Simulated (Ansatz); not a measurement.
Run report: B$_{2}$SiNH$_{6}$F (charge +4), single-point calculation

B$_{2}$SiNH$_{6}$F, charge +4, computed with RKS LC-wPBE/def2-SVPD (Ansatz 0.2.0).

Some settings of this run were made unusual or wrong on purpose. The geometry comes from this level: PBE0-D4/def2-TZVP.

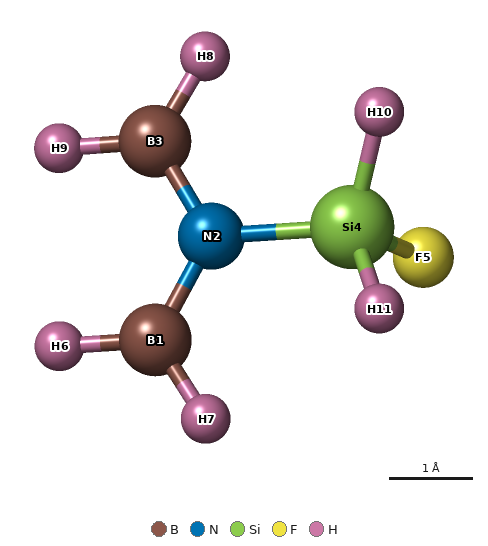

Figure 1. The input geometry (ball-and-stick view, seen at a tilt; atoms are numbered from 1 in the order of the input). Bond lengths as drawn: B–H 1.19 to 1.20 Å, B–N 1.43 Å, F–Si 1.60 Å, H–Si 1.48 Å and N–Si 1.75 Å.

Outcome:

```tsv
quantity	value
outcome	converged
total energy	−13441.3607 eV
SCF solution under orbital rotations	stable
hardware	4 threads of Arm Neoverse V2, 23 GiB of memory available, shared host
wall time	2.7 s (CPU time 9.7 s)
peak memory	0.44 GiB
```

Diagnosis:

A setting was made wrong on purpose: charge. The run converged all the same; its numbers are those of the faulty input and shouldn't be used.

The input:
```yaml
crystal:
  periodic: [false, false, false]
  atoms:
    - {symbol: B, position_ang: [-0.927703, -0.018190, 1.287213]}
    - {symbol: N, position_ang: [0.031400, -0.167861, 0.236356]}
    - {symbol: B, position_ang: [1.243118, -0.898377, 0.447793]}
    - {symbol: Si, position_ang: [-0.244625, 0.619823, -1.299904]}
    - {symbol: F, position_ang: [0.362000, 2.094359, -1.245800]}
    - {symbol: H, position_ang: [-0.729051, -0.545655, 2.339730]}
    - {symbol: H, position_ang: [-1.913414, 0.633760, 1.092564]}
    - {symbol: H, position_ang: [2.046044, -0.970304, -0.438048]}
    - {symbol: H, position_ang: [1.432761, -1.423299, 1.503096]}
    - {symbol: H, position_ang: [0.461903, -0.119718, -2.365016]}
    - {symbol: H, position_ang: [-1.697234, 0.738463, -1.537482]}
basis:
  gaussian: {orbitals: def2-SVPD, final_grid: {core_spheres: 5, valence_spheres: 4, degree: 11}}
total_charge: 4
hamiltonian: {xc: {name: LC-wPBE}}
```

Launched with:
```bash
ansatz run in.yaml --threads 4 --pin off --events-out ev --progress --plain --max-ram 10444MiB
```

Output:
```
Functional definition: LC-wPBE
  name "LC-wPBE"
  cite "Vydrov & Scuseria, J. Chem. Phys. 125, 234109 (2006) doi:10.1063/1.2409292"
  cite "Heyd & Scuseria, J. Chem. Phys. 120, 7274 (2004) doi:10.1063/1.1668634"
  cite "Ernzerhof & Perdew, J. Chem. Phys. 109, 3313 (1998) doi:10.1063/1.476928"
  cite "Perdew, Burke & Ernzerhof, Phys. Rev. Lett. 77, 3865 (1996) doi:10.1103/PhysRevLett.77.3865"
  parent pbe
  parameter omega = 0.4/bohr
  exchange = pbe_x_sr(omega) + exact_x_lr(omega)
  correlation = pbe_c
1290 factors; their error is unknown
686 factors; integrals over basis functions are off by at most 3.5e-5 eV
mean field evaluation 1: about -13392.7309 eV, gradient 1.5e2 eV
mean field evaluation 2: about -13050.7303 eV, gradient 2.4e2 eV
mean field evaluation 4: about -13422.5327 eV, gradient 8.0e1 eV
mean field evaluation 8: about -13441.1722 eV, gradient 8.4e0 eV
mean field evaluation 16: about -13441.3913 eV, gradient 9.3e-2 eV
mean field evaluation 32: about -13441.3607 eV, gradient 1.4e-4 eV
mean field -13441.36070139 eV, -493.9608948946 hartree, gradient 4.8e-5 eV, S^2 0.000000; 2 other end points of the search recorded, 0 dependent functions left out
reference -13441.36070140 eV, -493.9608948950 hartree; 21, 21 occupied and 134, 134 virtual orbitals, 1290 factors
Total energy: -13441.36070140 eV, -493.9608948950 hartree
```
